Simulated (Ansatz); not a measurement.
**C4H5FSi (SMILES FC1=C[SiH2]C=C1): density, localisation and related maps**

Input file:

```
crystal:
  periodic: [false, false, false]
  atoms:
    - { symbol: F, position_ang: [2.6455, -0.0256, 0.3323] }
    - { symbol: C, position_ang: [1.3127, -0.0233, 0.1651] }
    - { symbol: C, position_ang: [0.5895, -1.1498, 0.0963] }
    - { symbol: Si, position_ang: [-1.2184, -0.7347, -0.1385] }
    - { symbol: C, position_ang: [-0.7394, 1.0879, -0.1139] }
    - { symbol: C, position_ang: [0.5898, 1.2265, 0.0501] }
    - { symbol: H, position_ang: [0.9596, -2.1592, 0.1624] }
    - { symbol: H, position_ang: [-2.0453, -1.1098, 1.0332] }
    - { symbol: H, position_ang: [-1.7322, -1.1584, -1.4628] }
    - { symbol: H, position_ang: [-1.4714, 1.8726, -0.221] }
    - { symbol: H, position_ang: [1.1096, 2.1739, 0.0968] }
basis:
  gaussian:
    orbitals: "6-31G*"
hamiltonian:
  xc: pbe0
output:
  orbitals: {}
```

Launched as:

```sh
python energy.py
```

Computed with SCF PBE0, Gaussian basis in Ansatz 0.2.0.

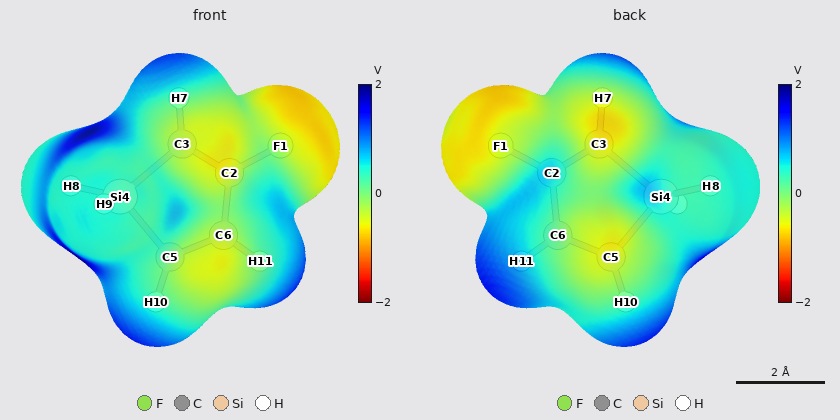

Figure 1. The molecular electrostatic potential painted on the density surface at 0.004 e/bohr³, seen from the front and from behind; red is negative and blue positive.

**Describe the electrostatic potential map.**

The most negative region (about −0.8 V) lies over F1, the most positive (about +1.8 V) over Si4.

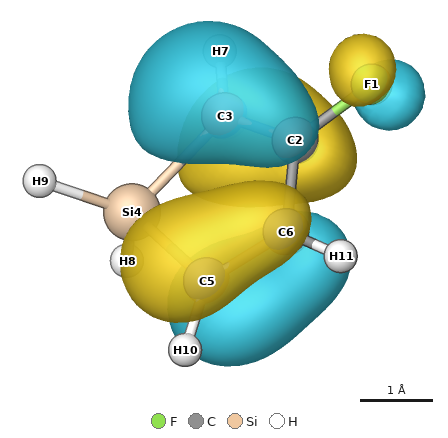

Figure 2. The HOMO at ±0.1 Å⁻³ᐟ² (yellow and cyan are the two phases), seen at a tilt.

**What is the character of this orbital?**

Its weight (Hirshfeld) is mainly on C3 (about 35 %), C5 (about 20 %), C2 (about 15 %) and C6 (about 10 %). Its energy is −6.45 eV.

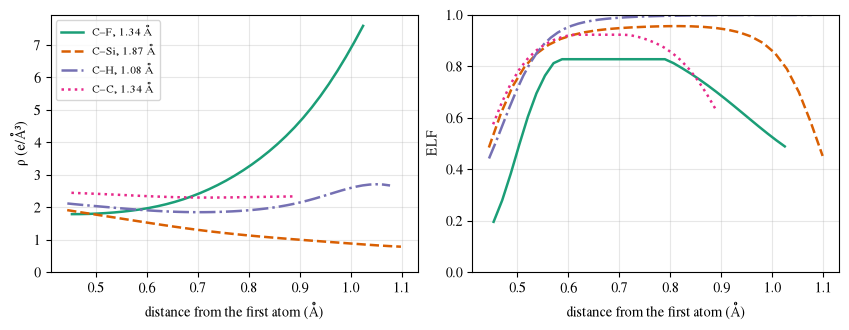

Figure 3. Total electron density and electron localisation function along straight lines between neighbouring atoms. The curves leave out the atomic cores.

**What kind of bonding do the profiles show?**

C–F (1.34 Å): ρ at the midpoint is about 2.2 e/Å³; the ELF peaks at about 0.85 between the atoms, as expected for a shared but strongly polarised pair.
C–Si (1.87 Å): ρ is about 0.96 e/Å³ halfway; the ELF peaks at about 0.95 between the atoms; a covalent bond.
C–H (1.08 Å): the density is about 2 e/Å³ at the midpoint; the ELF climbs to about 1 towards the hydrogen, as it does in any bond to H: a covalent bond by its length.
C–C (1.34 Å): ρ is about 2.3 e/Å³ halfway; the ELF peaks at about 0.90 between the atoms (a short, multiple covalent bond).
